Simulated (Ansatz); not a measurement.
**BH4O (doublet): one geometry, many settings at distance B1–H4 along a hydrogen transfer = 1.291 Å**

Aim: run BH4O (doublet) at one geometry under a spread of methods and options, and see what each costs and gives.

Program: Ansatz 0.2.0, Gaussian basis. Level of theory: the settings change from run to run. These are calculated values, not measurements.

5 further runs of the same task are left out: 1 for a mislabelled method, 2 that didn't finish, 2 set aside as unsound or not needed.

## 1. What is computed

The geometry derives from fragments relaxed apart (PBE0/def2-TZVP) and kept rigid, so it is no stationary point. A hydrogen atom is moved between rigid fragments.

6 atoms, charge 0, spin multiplicity 2.

Atoms are counted from 1 here; the program's logs count them from 0.

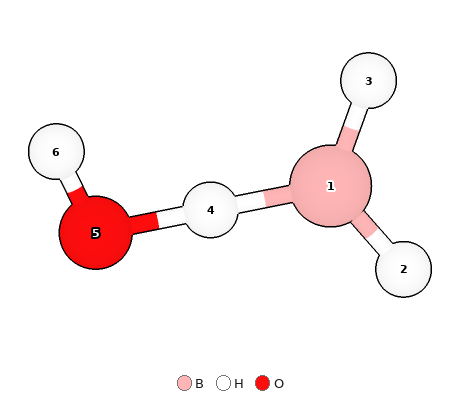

The geometry (boron pink, hydrogen white, oxygen red); atoms are numbered from 1 in the order of the file.

## 2. CASSCF(7,5)/6-31G*

The input, in.yaml:

```yaml
crystal:
  periodic: [false, false, false]
  atoms:
    - {symbol: B, position_ang: [-1.403783, 0.030718, 0.000000]}
    - {symbol: H, position_ang: [-2.000516, 1.064290, 0.000000]}
    - {symbol: H, position_ang: [-2.000517, -1.002853, 0.000000]}
    - {symbol: H, position_ang: [-0.112783, 0.030718, 0.000000]}
    - {symbol: O, position_ang: [1.121217, 0.030718, 0.000000]}
    - {symbol: H, position_ang: [1.373076, -0.909232, 0.000000]}
basis:
  gaussian: {orbitals: "6-31G*"}
magnetization: {spin_polarized: false, initial_magnetization: 1}
correlation: {active_space: {window: {electrons: 7, orbitals: 5}}}
```

The run is started by

```bash
$ ansatz run in.yaml --threads 1 --pin off --events-out ev --progress --plain --max-ram 2393MiB
```

Standard output:

```text
Functional definition: HF
  name "HF"
  cite "Fock, Z. Phys. 61, 126 (1930) doi:10.1007/BF01340294"
  parent pbe
  exchange = exact_x
  correlation = 0
392 factors; integrals over basis functions are off by at most 8.5e-4 eV
mean field evaluation 1: about -2764.5433 eV, gradient 3.2e1 eV
mean field evaluation 2: about -2764.5603 eV, gradient 3.2e1 eV
mean field evaluation 4: about -2767.6268 eV, gradient 2.5e0 eV
mean field evaluation 8: about -2767.7461 eV, gradient 1.1e0 eV
mean field evaluation 16: about -2767.7825 eV, gradient 3.9e-6 eV
mean field -2767.78251257 eV, -101.7141312666 hartree, gradient 3.9e-6 eV, S^2 0.750000; 2 other end points of the search recorded, 0 dependent functions left out
reference -2767.78251257 eV, -101.7141312666 hartree; 9, 8 occupied and 29, 30 virtual orbitals, 392 factors
state -2768.55799432 eV, -101.7426296951 hartree
2 active orbitals were swapped for others, from the solution at -2768.53221153 eV, -101.7416821952 hartree to that at -2768.55799432 eV, -101.7426296951 hartree; typed "places" are swapped only where nearly empty or full, and so, without "given_window_search", are "orbital_numbers", "shells" and a window whose orbitals a file names under [Active]
Total energy: -2768.55799432 eV, -101.7426296951 hartree
```

It took 1.4 s on 1 thread of Intel Xeon Platinum 8488C, shared host.

From the report: 50 determinants; active occupations 2.00, 2.00, 1.97, 1.00, 0.03.

## 3. MP2 on ROHF/cc-pVDZ

in.yaml, as its differences from that of step 2:

```diff
@@ -10,4 +10,4 @@
 basis:
-  gaussian: {orbitals: "6-31G*"}
+  gaussian: {orbitals: cc-pVDZ}
 magnetization: {spin_polarized: false, initial_magnetization: 1}
-correlation: {active_space: {window: {electrons: 7, orbitals: 5}}}
+correlation: {method: mp2, electrons: outside_noble_gas}
```

The command is unchanged.

Standard output, cut to the lines that bear on the results:

```text
Functional definition: HF
  name "HF"
  cite "Fock, Z. Phys. 61, 126 (1930) doi:10.1007/BF01340294"
  parent pbe
[...]
433 factors; integrals over basis functions are off by at most 1.4e-3 eV
[...]
mean field -2768.21421274 eV, -101.7299959553 hartree, gradient 2.1e-6 eV, S^2 0.750000; 5 other end points of the search recorded, 0 dependent functions left out
[...]
2 core orbitals not correlated: weight in the atoms' cores, before any rotation towards them, 1.000 or more for the frozen orbitals, at most 0.000 for the correlated occupied ones
reference -2768.21421274 eV, -101.7299959553 hartree; 7, 6 occupied and 39, 40 virtual orbitals, 433 factors
second order -7.61265954 eV of doubles, -0.16624650 eV of singles
Total energy: -2775.99311879 eV, -102.0158654798 hartree
```

Run time: 0.6 s. Hardware: 1 thread of Intel Xeon Platinum 8488C, shared host.

## 4. BCCD on UHF/6-31G*

in.yaml, as its differences from that of step 3:

```diff
@@ -10,4 +10,5 @@
 basis:
-  gaussian: {orbitals: cc-pVDZ}
-magnetization: {spin_polarized: false, initial_magnetization: 1}
-correlation: {method: mp2, electrons: outside_noble_gas}
+  gaussian: {orbitals: "6-31G*", fitting: {mean_field: def2-universal-jkfit}}
+magnetization: {spin_polarized: true, initial_magnetization: 1}
+correlation: {method: bccd, electrons: valence}
+scf: {lower_state_search: full}
```

The command is unchanged.

Standard output, cut to the lines that bear on the results:

```text
Functional definition: HF
  name "HF"
  cite "Fock, Z. Phys. 61, 126 (1930) doi:10.1007/BF01340294"
  parent pbe
[...]
224 factors; integrals over basis functions are off by at most 4.9e-2 eV
[...]
mean field -2768.07603134 eV, -101.7249178826 hartree, gradient 1.5e-6 eV, S^2 0.777657; 12 other end points of the search recorded, 0 dependent functions left out
determinant -2768.07603134 eV, -101.7249178826 hartree, with singles and doubles -2775.51911553 eV, -101.9984461811 hartree
determinant -2766.40552881 eV, -101.6635280467 hartree, with singles and doubles -2773.35436473 eV, -101.9188930567 hartree
determinant -2764.84573788 eV, -101.6062067873 hartree, with singles and doubles -2773.00838180 eV, -101.9061784185 hartree
determinant -2764.81311456 eV, -101.6050079026 hartree, with singles and doubles -2773.03545478 eV, -101.9071733322 hartree
2 core orbitals not correlated: weight in the atoms' cores, before any rotation towards them, 1.000 or more for the frozen orbitals, at most 0.000 for the correlated occupied ones
reference -2768.07603134 eV, -101.7249178826 hartree; 7, 6 occupied and 29, 30 virtual orbitals, 224 factors
second order -6.58545779 eV of doubles, -0.00000000 eV of singles
cycle   1  -7.42625573 eV  change    1.7e-2 eV  update   7.6e-3
[...]
cycle  10  -7.42793544 eV  change    5.7e-6 eV  update   4.6e-6
Total energy: -2775.50396678 eV, -101.9978894751 hartree
```

Run time: 1.8 s. Hardware: 1 thread of Intel Xeon Platinum 8488C, shared host.

From the report: ⟨S²⟩ of the determinant 0.778 (pure doublet: 0.75); correlation -7.4279 eV; largest double amplitude 0.05.

## 5. BCCD on UHF/def2-SVP

in.yaml, as its differences from that of step 4:

```diff
@@ -10,5 +10,7 @@
 basis:
-  gaussian: {orbitals: "6-31G*", fitting: {mean_field: def2-universal-jkfit}}
+  gaussian: {orbitals: def2-SVP, fitting: {mean_field: def2-universal-jkfit}, point_charges: [{charge: 1.00, position_ang: [4.134, -0.306, -0.985]}]}
 magnetization: {spin_polarized: true, initial_magnetization: 1}
-correlation: {method: bccd, electrons: valence}
+hamiltonian: {pseudopotentials: {relativity: none}}
+correlation: {method: bccd, electrons: outside_noble_gas, diis_vectors: 2}
 scf: {lower_state_search: full}
+output: {forces: true}
```

The command is unchanged.

Standard output, cut to the lines that bear on the results:

```text
Functional definition: HF
  name "HF"
  cite "Fock, Z. Phys. 61, 126 (1930) doi:10.1007/BF01340294"
  parent pbe
[...]
224 factors; integrals over basis functions are off by at most 2.6e-1 eV
[...]
mean field -2766.31601722 eV, -101.6602385564 hartree, gradient 2.8e-6 eV, S^2 0.775860; 8 other end points of the search recorded, 0 dependent functions left out
determinant -2766.31601722 eV, -101.6602385564 hartree, with singles and doubles -2774.70041394 eV, -101.9683594528 hartree
determinant -2764.09633734 eV, -101.5786668255 hartree, with singles and doubles -2772.00387517 eV, -101.8692634809 hartree
2 core orbitals not correlated: weight in the atoms' cores, before any rotation towards them, 1.000 or more for the frozen orbitals, at most 0.000 for the correlated occupied ones
reference -2766.31601722 eV, -101.6602385564 hartree; 7, 6 occupied and 39, 40 virtual orbitals, 224 factors
second order -7.50224766 eV of doubles, -0.00000000 eV of singles
cycle   1  -8.36822788 eV  change    1.6e-2 eV  update   4.9e-3
[...]
cycle  16  -8.36947673 eV  change   -1.2e-7 eV  update   9.2e-7
[...]
Total energy: -2774.68549395 eV, -101.9678111532 hartree
Atom 0 at    -1.403783     0.030718     0.000000 Å, force    -2.112622    -0.076928     0.023713 eV/Å
Atom 1 at    -2.000516     1.064290     0.000000 Å, force     0.286877     0.321947    -0.003411 eV/Å
Atom 2 at    -2.000517    -1.002853     0.000000 Å, force     0.225928    -0.335201    -0.003843 eV/Å
Atom 3 at    -0.112783     0.030718     0.000000 Å, force     1.848258    -0.114925    -0.018267 eV/Å
Atom 4 at     1.121217     0.030718     0.000000 Å, force     0.808105     0.111424    -0.236751 eV/Å
Atom 5 at     1.373076    -0.909232     0.000000 Å, force    -0.855763    -0.099711     0.183366 eV/Å
Dipole moment:    -0.517967    -0.277621     0.019278 e Å
```

Wall time 4.2 s (1 thread of Intel Xeon Platinum 8488C, shared host).

From the report: ⟨S²⟩ of the determinant 0.776 (pure doublet: 0.75); correlation -8.3695 eV; largest double amplitude 0.04.

## 6. BCCD(T) on ROHF/cc-pVDZ

The input, in.yaml:

```yaml
crystal:
  periodic: [false, false, false]
  atoms:
    - {symbol: B, position_ang: [-1.403783, 0.030718, 0.000000]}
    - {symbol: H, position_ang: [-2.000516, 1.064290, 0.000000]}
    - {symbol: H, position_ang: [-2.000517, -1.002853, 0.000000]}
    - {symbol: H, position_ang: [-0.112783, 0.030718, 0.000000]}
    - {symbol: O, position_ang: [1.121217, 0.030718, 0.000000]}
    - {symbol: H, position_ang: [1.373076, -0.909232, 0.000000]}
basis:
  gaussian: {orbitals: cc-pVDZ}
magnetization: {spin_polarized: false, initial_magnetization: 1}
correlation: {method: bccd_t, electrons: outside_noble_gas, diis_vectors: 12}
```

Same command.

Standard output, cut to the lines that bear on the results:

```text
Functional definition: HF
  name "HF"
  cite "Fock, Z. Phys. 61, 126 (1930) doi:10.1007/BF01340294"
  parent pbe
[...]
433 factors; integrals over basis functions are off by at most 1.4e-3 eV
[...]
mean field -2768.21421274 eV, -101.7299959553 hartree, gradient 2.1e-6 eV, S^2 0.750000; 5 other end points of the search recorded, 0 dependent functions left out
[...]
determinant -2768.21421274 eV, -101.7299959553 hartree, with singles and doubles -2776.88053269 eV, -102.0484773393 hartree
determinant -2766.75389143 eV, -101.6763301371 hartree, with singles and doubles -2774.82154912 eV, -101.9728110887 hartree
determinant -2765.24501238 eV, -101.6208798545 hartree, with singles and doubles -2774.43628433 eV, -101.9586528687 hartree
2 core orbitals not correlated: weight in the atoms' cores, before any rotation towards them, 1.000 or more for the frozen orbitals, at most 0.000 for the correlated occupied ones
reference -2768.21421274 eV, -101.7299959553 hartree; 7, 6 occupied and 39, 40 virtual orbitals, 433 factors
second order -7.61265954 eV of doubles, -0.16624650 eV of singles
cycle   1  -8.65867484 eV  change    7.6e-3 eV  update   8.7e-3
[...]
cycle  10  -8.65690829 eV  change    3.6e-6 eV  update   7.1e-6
perturbative correction -0.18218434 eV, -0.0066951511 hartree
Total energy: -2777.05330537 eV, -102.0548266181 hartree
```

Run time: 3.2 s. Hardware: 1 thread of Intel Xeon Platinum 8488C, shared host.

From the report: correlation -8.8391 eV; largest double amplitude 0.05.

## 7. CCSD(T) on UHF/def2-mTZVP

in.yaml, as its differences from that of step 6:

```diff
@@ -10,4 +10,6 @@
 basis:
-  gaussian: {orbitals: cc-pVDZ}
-magnetization: {spin_polarized: false, initial_magnetization: 1}
-correlation: {method: bccd_t, electrons: outside_noble_gas, diis_vectors: 12}
+  gaussian: {orbitals: def2-mTZVP}
+magnetization: {spin_polarized: true, initial_magnetization: 1}
+correlation: {method: ccsd_t, electrons: outside_noble_gas}
+scf: {omitted_lower_state_checks: [cluster_reference]}
+output: {forces: true}
```

The command is unchanged.

Standard output, cut to the lines that bear on the results:

```text
Functional definition: HF
  name "HF"
  cite "Fock, Z. Phys. 61, 126 (1930) doi:10.1007/BF01340294"
  parent pbe
[...]
531 factors; integrals over basis functions are off by at most 1.2e-3 eV
[...]
mean field -2769.21854101 eV, -101.7669043385 hartree, gradient 3.2e-6 eV, S^2 0.779935; 7 other end points of the search recorded, 0 dependent functions left out
2 core orbitals not correlated: weight in the atoms' cores, before any rotation towards them, 1.000 or more for the frozen orbitals, at most 0.000 for the correlated occupied ones
reference -2769.21854101 eV, -101.7669043385 hartree; 7, 6 occupied and 46, 47 virtual orbitals, 531 factors
second order -7.28667599 eV of doubles, -0.00000000 eV of singles
cycle   1  -7.68975522 eV  change   -4.0e-1 eV  update   7.9e-2
[...]
cycle  16  -8.10400222 eV  change    3.5e-7 eV  update   3.8e-7
perturbative correction -0.21828954 eV, -0.0080219927 hartree
[...]
Total energy: -2777.54083277 eV, -102.0727429195 hartree
Atom 0 at    -1.403783     0.030718     0.000000 Å, force    -1.785372    -0.111870    -0.000000 eV/Å
Atom 1 at    -2.000516     1.064290     0.000000 Å, force     0.319725     0.010541     0.000000 eV/Å
Atom 2 at    -2.000517    -1.002853     0.000000 Å, force     0.248872    -0.004262     0.000000 eV/Å
Atom 3 at    -0.112783     0.030718     0.000000 Å, force     1.029655    -0.123553     0.000000 eV/Å
Atom 4 at     1.121217     0.030718     0.000000 Å, force     0.444954     0.625205    -0.000000 eV/Å
Atom 5 at     1.373076    -0.909232     0.000000 Å, force    -0.257834    -0.396061     0.000000 eV/Å
Dipole moment:    -0.286008    -0.282194     0.000000 e Å
Checks for a lower state left out: cluster_reference
```

Wall time 8 s (1 thread of Intel Xeon Platinum 8488C, shared host); peak memory 0.27 GiB.

From the report: ⟨S²⟩ of the determinant 0.780 (pure doublet: 0.75); correlation -8.3223 eV; T1 0.026; largest double amplitude 0.04.

## 8. The runs in one table

Where basis and cores are those of an earlier UCCSDT(Q)/cc-pVDZ run (-2777.0943 eV), and the state is the same kind, the miss against it is given.

| level | correlated | functions | energy (eV) | from UCCSDT(Q) (meV) | time |
| --- | --- | --- | --- | --- | --- |
| CASSCF(7,5)/6-31G* |  | 38 | -2768.5580 |  | 1.4 s |
| MP2 on ROHF/cc-pVDZ | outside noble gas | 48 | -2775.9931 | 1101.2 | 0.6 s |
| BCCD on UHF/6-31G* | valence | 38 | -2775.5040 |  | 1.8 s |
| BCCD on UHF/def2-SVP (beside a point charge) | outside noble gas | 48 | -2774.6855 |  | 4.2 s |
| BCCD(T) on ROHF/cc-pVDZ | outside noble gas | 48 | -2777.0533 | 41.0 | 3.2 s |
| CCSD(T) on UHF/def2-mTZVP | outside noble gas | 55 | -2777.5408 |  | 8 s |

## 9. Results

| quantity | value |
| --- | --- |
| runs | 6 |
| quickest | MP2 on ROHF/cc-pVDZ, 0.6 s |
| slowest | CCSD(T) on UHF/def2-mTZVP, 8 s |

**Reading.** Total energies in different bases, with other cores or another treatment of relativity can't be set against each other. CCSD(T) on UHF/def2-mTZVP took 13 times as long as MP2 on ROHF/cc-pVDZ; the jobs differ in more than the method. Among the correlated runs with a miss given, it spans +41 to +1101 meV.
